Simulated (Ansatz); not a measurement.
# C₂H₈AlFSi: basis-set convergence

How large a basis does C₂H₈AlFSi need? Two functionals are run in growing sets.

Computed with Ansatz 0.2.0, Gaussian basis. Level: one geometry, several basis sets.

The runs, in order: PBE0-D4/def2-SVP; ωB97M-V/def2-SVP; PBE0-D4/def2-QZVPP; ωB97M-V/def2-QZVPP; the functionals' def2-TZVPP values are taken from earlier runs.

## 1. The geometry

All runs share one geometry, relaxed beforehand with PBE0-D4 in a triple-zeta def2 set.

SMILES `C[CH]([SiH3])[AlH][F]`, 13 atoms, charge 0, spin multiplicity 1.

Atoms are counted from 1 here; the program's logs count them from 0.

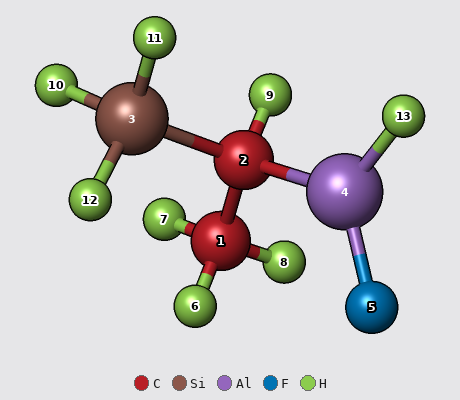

The geometry (carbon red, silicon brown, aluminium purple, fluorine blue, hydrogen green); atoms are numbered from 1 in the order of the file.

## 2. PBE0-D4 in def2-SVP

File in.yaml:

```yaml
crystal:
  periodic: [false, false, false]
  atoms:
    - {symbol: C, position_ang: [-1.461823, 0.204315, 0.492834]}
    - {symbol: C, position_ang: [0.045015, 0.401340, 0.258789]}
    - {symbol: Si, position_ang: [0.998613, -1.170131, 0.615984]}
    - {symbol: Al, position_ang: [0.508473, 1.082507, -1.502911]}
    - {symbol: F, position_ang: [-0.623240, 0.950140, -2.700752]}
    - {symbol: H, position_ang: [-1.881629, -0.518178, -0.211333]}
    - {symbol: H, position_ang: [-1.672584, -0.165783, 1.501563]}
    - {symbol: H, position_ang: [-2.024842, 1.132339, 0.364961]}
    - {symbol: H, position_ang: [0.454917, 1.140365, 0.964725]}
    - {symbol: H, position_ang: [0.757523, -1.648443, 2.006164]}
    - {symbol: H, position_ang: [2.461811, -0.951961, 0.433861]}
    - {symbol: H, position_ang: [0.577580, -2.250861, -0.320446]}
    - {symbol: H, position_ang: [1.880585, 1.759751, -1.888840]}
basis:
  gaussian: {orbitals: def2-SVP}
hamiltonian: {xc: pbe0, dispersion: d4}
output: {orbitals: {seedname: orbitals}}
```

On the command line:

```
> ansatz run in.yaml --threads 4 --pin off --events-out ev --progress --plain --max-ram 10444MiB
```

The log of the run:

```text
Functional definition: PBE0
  name "PBE0"
  cite "Adamo & Barone, J. Chem. Phys. 110, 6158 (1999) doi:10.1063/1.478522"
  cite "Perdew, Burke & Ernzerhof, Phys. Rev. Lett. 77, 3865 (1996) doi:10.1103/PhysRevLett.77.3865"
  parent pbe
  parameter a = 0.25
  parameter kappa = 0.804
  parameter beta = 0.06672455060314922
  exchange = (1 - a)*pbe_x(kappa = kappa, mu = beta*pi^2/3) + a*exact_x
  correlation = pbe_c(beta = beta)
1350 factors; their error is unknown
mean field evaluation 1: about -19370.0983 eV, gradient 5.8e1 eV
mean field evaluation 2: about -19362.7910 eV, gradient 8.1e1 eV
mean field evaluation 4: about -19377.5103 eV, gradient 3.3e0 eV
mean field evaluation 8: about -19377.5303 eV, gradient 3.2e-2 eV
mean field evaluation 16: about -19377.6751 eV, gradient 1.5e-5 eV
mean field -19377.67508903 eV, -712.1164248619 hartree, gradient 1.5e-5 eV, S^2 0.000000; 0 other end points of the search recorded, 0 dependent functions left out
reference -19377.67512279 eV, -712.1164261025 hartree; 28, 28 occupied and 90, 90 virtual orbitals, 1350 factors
Total energy: -19377.91664514 eV, -712.1253018851 hartree
```

Wall time 1.3 s (4 threads of Arm Neoverse V2, shared host); peak memory 0.28 GiB.

## 3. ωB97M-V in def2-SVP

Edit in.yaml of step 2 so:

```diff
@@ -18,3 +18,3 @@
   gaussian: {orbitals: def2-SVP}
-hamiltonian: {xc: pbe0, dispersion: d4}
+hamiltonian: {xc: {name: wB97M-V}}
 output: {orbitals: {seedname: orbitals}}
```

Same command.

The log of the run, shortened:

```text
Functional definition: wB97M-V
  name "wB97M-V"
  cite "Mardirossian & Head-Gordon, J. Chem. Phys. 144, 214110 (2016) doi:10.1063/1.4952647"
  cite "Becke, J. Chem. Phys. 107, 8554 (1997) doi:10.1063/1.475007"
  cite "Vydrov & Van Voorhis, J. Chem. Phys. 133, 244103 (2010) doi:10.1063/1.3521275"
  # Of w^i u^j: cxij and so on, Table III.
[...]
  gx(w, u) = 1 - cx + cx01*u + cx10*w
  gss(w, u) = css00 + css04*u^4 + css10*w + css20*w^2 + css43*w^4*u^3
  gos(w, u) = cos00 + cos10*w + (cos20 + cos21*u)*w^2 + (cos60 + cos61*u)*w^6
[...]
      + integral(e_c_pw_mod_opposite_spin*gos(b97_w_opposite, b97_u_opposite)) + vv10(b, c)
1331 factors; their error is unknown
379 factors; integrals over basis functions are off by at most 9.2e-6 eV
[...]
mean field -19386.12692493 eV, -712.4270241024 hartree, gradient 2.9e-5 eV, S^2 0.000000; 0 other end points of the search recorded, 0 dependent functions left out
reference -19386.12697931 eV, -712.4270261007 hartree; 28, 28 occupied and 90, 90 virtual orbitals, 1331 factors
Total energy: -19386.12697931 eV, -712.4270261007 hartree
```

Run time: 5.5 s. Hardware: 4 threads of Arm Neoverse V2, shared host; peak memory 0.4 GiB.

## 4. PBE0-D4 in def2-QZVPP

Edit in.yaml of step 3 so:

```diff
@@ -17,4 +17,4 @@
 basis:
-  gaussian: {orbitals: def2-SVP}
-hamiltonian: {xc: {name: wB97M-V}}
+  gaussian: {orbitals: "def2-QZVPP.json"}
+hamiltonian: {xc: pbe0, dispersion: d4}
 output: {orbitals: {seedname: orbitals}}
```

Same command.

The log of the run:

```text
Functional definition: PBE0
  name "PBE0"
  cite "Adamo & Barone, J. Chem. Phys. 110, 6158 (1999) doi:10.1063/1.478522"
  cite "Perdew, Burke & Ernzerhof, Phys. Rev. Lett. 77, 3865 (1996) doi:10.1103/PhysRevLett.77.3865"
  parent pbe
  parameter a = 0.25
  parameter kappa = 0.804
  parameter beta = 0.06672455060314922
  exchange = (1 - a)*pbe_x(kappa = kappa, mu = beta*pi^2/3) + a*exact_x
  correlation = pbe_c(beta = beta)
1823 factors; their error is unknown
mean field evaluation 1: about -19378.3054 eV, gradient 7.2e1 eV
mean field evaluation 2: about -19364.1840 eV, gradient 1.1e2 eV
mean field evaluation 4: about -19389.3073 eV, gradient 4.2e0 eV
mean field evaluation 8: about -19389.3363 eV, gradient 3.6e-1 eV
mean field evaluation 16: about -19389.3475 eV, gradient 1.7e-4 eV
mean field -19389.34750415 eV, -712.5453782057 hartree, gradient 1.7e-5 eV, S^2 0.000000; 0 other end points of the search recorded, 0 dependent functions left out
reference -19389.34755445 eV, -712.5453800542 hartree; 28, 28 occupied and 523, 523 virtual orbitals, 1823 factors
Total energy: -19389.58907680 eV, -712.5542558368 hartree
```

Wall time 12 s (4 threads of Arm Neoverse V2, shared host); peak memory 2.4 GiB.

## 5. ωB97M-V in def2-QZVPP

Edit in.yaml of step 4 so:

```diff
@@ -18,3 +18,3 @@
   gaussian: {orbitals: "def2-QZVPP.json"}
-hamiltonian: {xc: pbe0, dispersion: d4}
+hamiltonian: {xc: {name: wB97M-V}}
 output: {orbitals: {seedname: orbitals}}
```

Launched as before.

The log of the run, shortened:

```text
Functional definition: wB97M-V
  name "wB97M-V"
  cite "Mardirossian & Head-Gordon, J. Chem. Phys. 144, 214110 (2016) doi:10.1063/1.4952647"
  cite "Becke, J. Chem. Phys. 107, 8554 (1997) doi:10.1063/1.475007"
  cite "Vydrov & Van Voorhis, J. Chem. Phys. 133, 244103 (2010) doi:10.1063/1.3521275"
  # Of w^i u^j: cxij and so on, Table III.
[...]
  gx(w, u) = 1 - cx + cx01*u + cx10*w
  gss(w, u) = css00 + css04*u^4 + css10*w + css20*w^2 + css43*w^4*u^3
  gos(w, u) = cos00 + cos10*w + (cos20 + cos21*u)*w^2 + (cos60 + cos61*u)*w^6
[...]
      + integral(e_c_pw_mod_opposite_spin*gos(b97_w_opposite, b97_u_opposite)) + vv10(b, c)
1760 factors; their error is unknown
469 factors; integrals over basis functions are off by at most 1.2e-5 eV
[...]
mean field -19397.99878648 eV, -712.8633069674 hartree, gradient 2.2e-5 eV, S^2 0.000000; 0 other end points of the search recorded, 0 dependent functions left out
reference -19397.99886741 eV, -712.8633099413 hartree; 28, 28 occupied and 523, 523 virtual orbitals, 1760 factors
Total energy: -19397.99886741 eV, -712.8633099413 hartree
```

Run time: 28 s. Hardware: 4 threads of Arm Neoverse V2, shared host; peak memory 2.9 GiB.

## 6. Density functionals: the series

The def2-TZVPP values come from earlier runs at the same geometry.

```csv
functional,basis,functions,energy (eV),from the largest (eV),HOMO (eV),LUMO (eV)
PBE0-D4,def2-SVP,118,-19377.9166,11.672,-7.81,-0.97
PBE0-D4,def2-TZVPP,289,-19388.8189,0.770,-7.82,-1.09
PBE0-D4,def2-QZVPP,551,-19389.5891,0.000,-7.82,-1.14
ωB97M-V,def2-SVP,118,-19386.1270,11.872,-9.94,0.73
ωB97M-V,def2-TZVPP,289,-19397.2725,0.726,-9.99,0.49
ωB97M-V,def2-QZVPP,551,-19397.9989,0.000,-9.99,0.27
```

## 7. Outcome

| quantity | value |
| --- | --- |
| PBE0-D4: double and triple zeta above quadruple | 11.67, 0.77 eV |
| ωB97M-V: double and triple zeta above quadruple | 11.87, 0.73 eV |

What this shows: For PBE0-D4 the step from double to triple zeta gains 10.90 eV and the next only 0.77 eV. These are total energies; as a rule much of such shifts cancels in differences, which this series doesn't test.

For PBE0-D4 the largest set took about 9 times as long as the smallest (12 s against 1.3 s).
